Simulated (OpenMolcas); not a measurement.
# Run report: Cr³⁺ complex, multiconfigurational calculation (part 2 of 2)

The same run, continued: Cr³⁺ with 6 ligands (Cl; octahedron, 2.406 Å), embedded in Cs2NaYCl6 by model potentials and point charges, whose field is part of the energies. Method: state-averaged CASSCF, active space 3 electrons in the shell 3d, basis ANO-RCC-VDZP on the metal and ANO-RCC-VDZP on the ligands, DKH2 scalar Hamiltonian, spin-orbit coupling by RASSI with atomic mean-field integrals (OpenMolcas).

## The program's output (extracts), continued
```
--- RASSI ---
SPIN-FREE ENERGIES:
  (Shifted by EMIN (a.u.) =      -3816.2803725300)

 SF State       Relative EMIN(au)   Rel lowest level(eV)    D:o, cm**(-1)

     1             0.0000000000        0.0000000000              0.0000
     2             0.0494251215        1.3449260709          10847.5603
     3             0.0494251215        1.3449260709          10847.5603
     4             0.0494251215        1.3449260709          10847.5603
     5             0.0807362337        2.1969448385          17719.5551
     6             0.0807362337        2.1969448385          17719.5551
     7             0.0807362337        2.1969448385          17719.5551
    11             0.0854264761        2.3245728361          18748.9443
    12             0.0854264761        2.3245728361          18748.9443
    13             0.0896157480        2.4385687316          19668.3832
    14             0.0896157480        2.4385687316          19668.3832
    15             0.0896157480        2.4385687316          19668.3832
    16             0.1159809809        3.1560032674          25454.8830
    17             0.1159809809        3.1560032674          25454.8830
    18             0.1159809809        3.1560032674          25454.8830
    19             0.1210471738        3.2938614004          26566.7838
    20             0.1311442066        3.5686156597          28782.8264
    21             0.1311442066        3.5686156597          28782.8264
    22             0.1311442066        3.5686156597          28782.8264
    23             0.1371271528        3.7314199189          30095.9313
    24             0.1371271528        3.7314199189          30095.9313
    25             0.1371271528        3.7314199189          30095.9313
     8             0.1371709118        3.7326106616          30105.5353
     9             0.1371709118        3.7326106616          30105.5353
    10             0.1371709118        3.7326106616          30105.5353
    26             0.1474676643        4.0127995725          32365.4113
    27             0.1474676643        4.0127995725          32365.4113
    28             0.1576434633        4.2896971690          34598.7410
    29             0.1576434633        4.2896971690          34598.7410
    30             0.1576434633        4.2896971690          34598.7410
    31             0.1809258167        4.9232422810          39708.6269
    32             0.1809258167        4.9232422810          39708.6269
    33             0.1809258167        4.9232422810          39708.6269
    34             0.1826613746        4.9704692167          40089.5379
    35             0.1826613746        4.9704692167          40089.5379
    36             0.1826613746        4.9704692167          40089.5379
    37             0.2084430390        5.6720240454          45747.9592
    38             0.2129945392        5.7958766751          46746.8980
    39             0.2129945392        5.7958766751          46746.8980
    40             0.2129945392        5.7958766751          46746.8980
Eigenvalues of complex Hamiltonian:
   -----------------------------------
  (Shifted by EMIN (a.u.) =      -3816.2803725300)

 SO State       Relative EMIN(au)   Rel lowest level(eV)    D:o, cm**(-1)

     1            -0.0000699072        0.0000000000              0.0000
     2            -0.0000699072        0.0000000000              0.0000
     3            -0.0000699072        0.0000000000              0.0000
     4            -0.0000699072        0.0000000000              0.0000
     5             0.0488698376        1.3317182977          10741.0324
     6             0.0488698376        1.3317182977          10741.0324
     7             0.0491748723        1.3400187152          10807.9798
     8             0.0491748723        1.3400187152          10807.9798
     9             0.0491748723        1.3400187152          10807.9798
    10             0.0491748723        1.3400187152          10807.9798
    11             0.0496084811        1.3518178110          10903.1459
    12             0.0496084811        1.3518178110          10903.1459
    13             0.0496084811        1.3518178111          10903.1460
    14             0.0496084811        1.3518178111          10903.1460
    15             0.0497049138        1.3544418787          10924.3105
    16             0.0497049138        1.3544418787          10924.3105
    17             0.0800524025        2.1802391150          17584.8144
    18             0.0800524025        2.1802391150          17584.8144
    19             0.0801145320        2.1819297455          17598.4502
    20             0.0801145320        2.1819297455          17598.4502
    21             0.0801145320        2.1819297454          17598.4502
    22             0.0801145320        2.1819297454          17598.4502
    23             0.0810259432        2.2067305056          17798.4819
    24             0.0810259432        2.2067305056          17798.4819
    25             0.0810259432        2.2067305056          17798.4819
    26             0.0810259432        2.2067305056          17798.4819
    27             0.0816814895        2.2245688317          17942.3577
    28             0.0816814895        2.2245688317          17942.3577
    29             0.0854043168        2.3258721232          18759.4238
    30             0.0854043168        2.3258721232          18759.4238
    31             0.0854043168        2.3258721232          18759.4238
    32             0.0854043168        2.3258721232          18759.4238
    33             0.0895538960        2.4387879250          19670.1512
    34             0.0895538960        2.4387879256          19670.1512
    35             0.0895538960        2.4387879256          19670.1512
    36             0.0895538960        2.4387879250          19670.1512
    37             0.0899890108        2.4506280026          19765.6478
    38             0.0899890108        2.4506280026          19765.6478
    39             0.1159435941        3.1568881923          25462.0204
    40             0.1159435941        3.1568881923          25462.0204
    41             0.1159435941        3.1568881928          25462.0204
Weights of the five most important spin-orbit-free states for each spin-orbit state.

 SO State  Total energy (au)           Spin-free states, spin, and weights
 -------------------------------------------------------------------------------------------------------
    1        -0.000070       1 1.5  0.9989    3 1.5  0.0004    2 1.5  0.0003    4 1.5  0.0002   16 0.5  0.0001
    2        -0.000070       1 1.5  0.9989    4 1.5  0.0003    2 1.5  0.0003    3 1.5  0.0002   18 0.5  0.0001
    3        -0.000070       1 1.5  0.9989    4 1.5  0.0004    3 1.5  0.0003    2 1.5  0.0002   17 0.5  0.0001
    4        -0.000070       1 1.5  0.9989    2 1.5  0.0004    4 1.5  0.0003    3 1.5  0.0002   18 0.5  0.0001
    5         0.048870       2 1.5  0.3332    3 1.5  0.3332    4 1.5  0.3332    7 1.5  0.0001    6 1.5  0.0001
    6         0.048870       2 1.5  0.3332    3 1.5  0.3332    4 1.5  0.3332    7 1.5  0.0001    6 1.5  0.0001
    7         0.049175       4 1.5  0.4807    3 1.5  0.4108    2 1.5  0.1057    1 1.5  0.0009    5 1.5  0.0005
    8         0.049175       4 1.5  0.5322    3 1.5  0.3325    2 1.5  0.1325    1 1.5  0.0009    5 1.5  0.0005
    9         0.049175       2 1.5  0.5591    3 1.5  0.2540    4 1.5  0.1841    1 1.5  0.0009    7 1.5  0.0005
   10         0.049175       2 1.5  0.5323    3 1.5  0.3323    4 1.5  0.1326    1 1.5  0.0009    7 1.5  0.0005
   11         0.049608       4 1.5  0.4808    3 1.5  0.4093    2 1.5  0.1063    7 1.5  0.0011   12 0.5  0.0006
   12         0.049608       4 1.5  0.4807    3 1.5  0.4094    2 1.5  0.1063    7 1.5  0.0011   12 0.5  0.0006
```

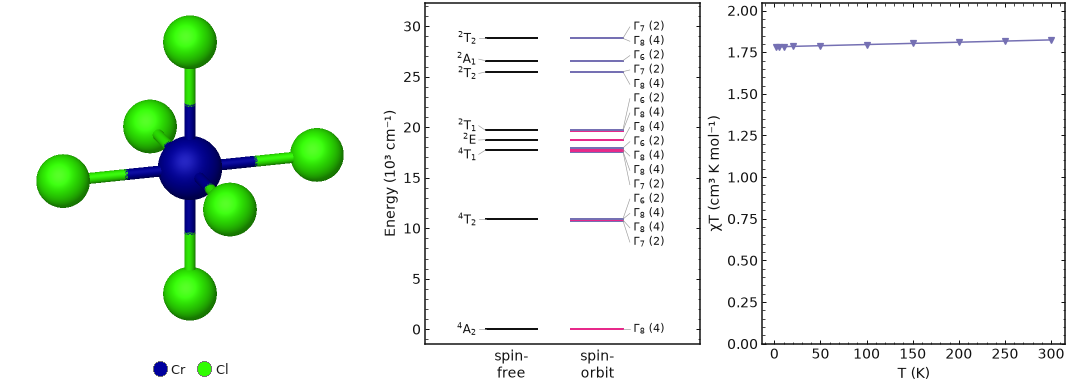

Fig. 2: Cr³⁺ (3d³) as a dopant in Cs₂NaYCl₆, a cluster with its 6 nearest Cl⁻ at 2.406 Å (octahedron) embedded in model potentials and point charges; the geometry was set, not optimised, and its levels and susceptibility. Labels give the representation in O, Td, D4 or D3 as the site allows (double group for half-integer spin) where it could be assigned and, in brackets, the degeneracy; spin-free states, where drawn, share the zero of the spin-orbit levels. Powder susceptibility by Van Vleck's formula. The ground level is Γ₈, 4-fold degenerate, 100 % from states of spin multiplicity 4. The next level lies at 10,700 cm⁻¹ (Γ₇). The lowest spin-free state is ⁴A₂; of the same spin there follow at 10,800 cm⁻¹ (⁴T₂) and 17,700 cm⁻¹ (⁴T₁) above it. χT is 1.78 cm³ K mol⁻¹ at 2 K and 1.82 at 300 K, an effective moment of 3.82 μB. The active orbitals hold 86 to 96 % metal character (Löwdin), and the Mulliken charge of the metal is +1.14.

## Input
```
&GATEWAY
Basis set
Cr.ANO-RCC-VDZP.
Cr1 0.0 0.0 0.0 Angstrom
End of basis
Basis set
Cl.ANO-RCC-VDZP.
L1 2.406000 0.000000 0.000000 Angstrom
L2 0.000000 2.406000 0.000000 Angstrom
L3 0.000000 0.000000 2.406000 Angstrom
End of basis
Basis set
Na.EMB-AIMP.Al-Abdalla.7s4p.1s1p.ECP.Cs2NaYCl6.
PseudoCharge
* 3 symmetry-unique lattice sites within 7.6 angstrom
End of basis
Basis set
Cs.EMB-AIMP.Al-Abdalla.0s.0s.ECP.Cs2NaYCl6.
PseudoCharge
* 4 symmetry-unique lattice sites within 7.6 angstrom
End of basis
Basis set
Cl.EMB-AIMP.Al-Abdalla.0s.0s.ECP.Cs2NaYCl6.
PseudoCharge
* 12 symmetry-unique lattice sites within 7.6 angstrom
End of basis
Basis set
Y.EMB-AIMP.Al-Abdalla.0s.0s.ECP.Cs2NaYCl6.
PseudoCharge
* 6 symmetry-unique lattice sites within 7.6 angstrom
End of basis
Symmetry
XYZ
AngMom=0.0 0.0 0.0
AMFI
RICD
XField
1564 Angstrom 0
* Evjen-weighted lattice charges
&SEWARD
&RASSCF
FileOrb=start.orb
Symmetry=1
Spin=4
nActEl=3 0 0
Inactive=30 33
Ras2=5 0
CIRoot=10 10 1
SDav=10
CIMx=300
Iter=150 100
PrWF=0.3
OrbListing=Nothing
MaxOrb=0
LevShft=1.0
>>> COPY $Project.JobIph JOB001
&RASSCF
FileOrb=start.orb
Symmetry=1
Spin=2
nActEl=3 0 0
Inactive=30 33
Ras2=5 0
CIRoot=40 40 1
SDav=40
CIMx=300
Iter=150 100
PrWF=0.3
OrbListing=Nothing
MaxOrb=0
LevShft=1.0
>>> COPY $Project.JobIph JOB002
&RASSI
NrOfJobIphs=2 10 40
1 2 3 4 5 6 7 8 9 10
1 2 3 4 5 6 7 8 9 10 11 12 13 14 15 16 17 18 19 20 21 22 23 24 25 26 27
28 29 30 31 32 33 34 35 36 37 38 39 40
IphNames
JOB001
JOB002
EJob
SpinOrbit
DIPRint=1.0
SOCoupling=1000.0
Subsets=2
Property=9
'ANGMOM' 1 'ANGMOM' 2 'ANGMOM' 3 'MLTPL  1' 1 'MLTPL  1' 2 'MLTPL  1' 3
'AMFI' 1 'AMFI' 2 'AMFI' 3
SOProperty=3
'ANGMOM' 1 'ANGMOM' 2 'ANGMOM' 3
```

The file start.orb holds starting orbitals from an earlier step. A driver script formed the levels outside the program, from RASSI's spin-orbit matrix and the active-space energies, averaged over the components of each term or state.

Launched with:
```bash
OMP_NUM_THREADS=1 MOLCAS_MEM=2457 MOLCAS_PROJECT=a pymolcas a.inp > a.log  # once for each step of the input, in one work folder
```

## Key numbers

| quantity | value |
| --- | --- |
| outcome | converged |
| energy of the lowest spin-free term | −3816.28037 hartree |
| energy of the lowest spin-orbit level | −3816.28044 hartree |
| largest spread among components of a term | 0.0 cm⁻¹ |
| hardware | 1 thread of Arm Neoverse V1, 24 GiB of memory available, shared host |
| wall time | 36 s |
| peak memory | 0.18 GiB |

## Remarks

Without dynamic correlation the splittings between terms come out too large, often by 20 to 50 %. Limits: the geometry is set by hand, with no relaxation.
